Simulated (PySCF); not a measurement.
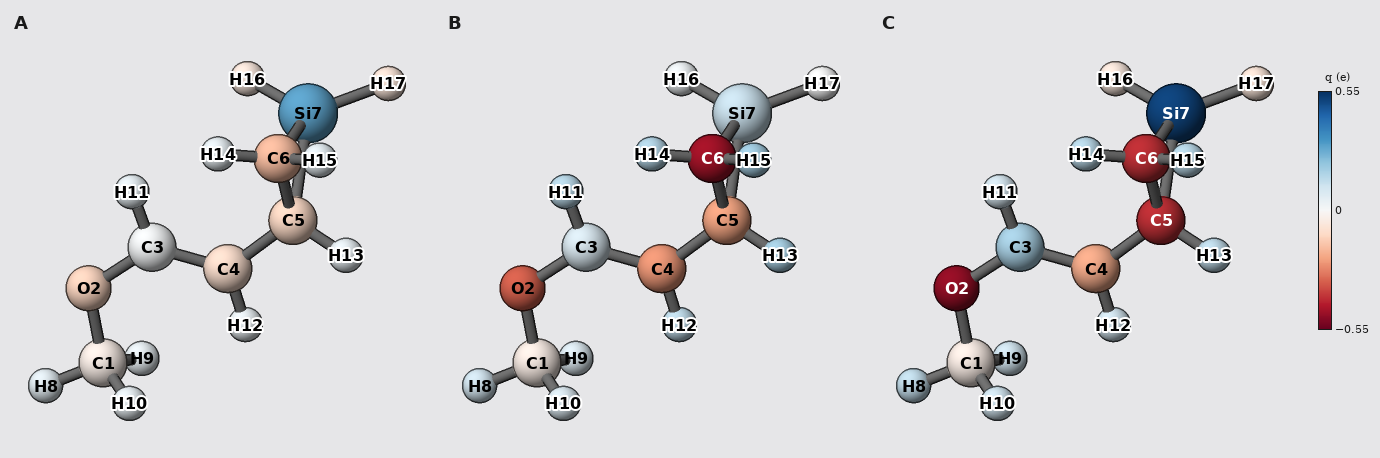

Atomic charges of one calculation by 3 schemes, on one colour scale. The geometry was computed by an optimisation with GFN2-xTB. No frequency run is at hand to confirm it as a minimum. Level of theory: PBE0/pcSseg-1 (PySCF 2.14.0).

**The schemes are ESP-fitted, Hirshfeld, Mulliken. Which panel shows which?**

A Hirshfeld, B ESP-fitted, C Mulliken.

List the charges (e), one line for each set of equivalent atoms.

```csv
atom,Hirshfeld,ESP-fitted,Mulliken
C1,−0.04,−0.04,−0.04
O2,−0.12,−0.32,−0.48
C3,0.01,0.08,0.18
C4,−0.09,−0.24,−0.20
C5,−0.11,−0.22,−0.40
C6,−0.17,−0.46,−0.40
Si7,0.29,0.12,0.50
H8,0.05,0.10,0.13
H9,0.04,0.07,0.10
H10,0.04,0.07,0.10
H11,0.05,0.15,0.09
H12,0.04,0.14,0.10
H13,0.04,0.18,0.14
H14,0.04,0.16,0.15
H15,0.05,0.19,0.15
H16,−0.06,0.02,−0.06
H17,−0.07,0.00,−0.07
```

The geometry is semi-empirical. Around Si such bond lengths and angles can be off by a tenth of an ångström or more and by several degrees, and values that hang on the shape move with them.
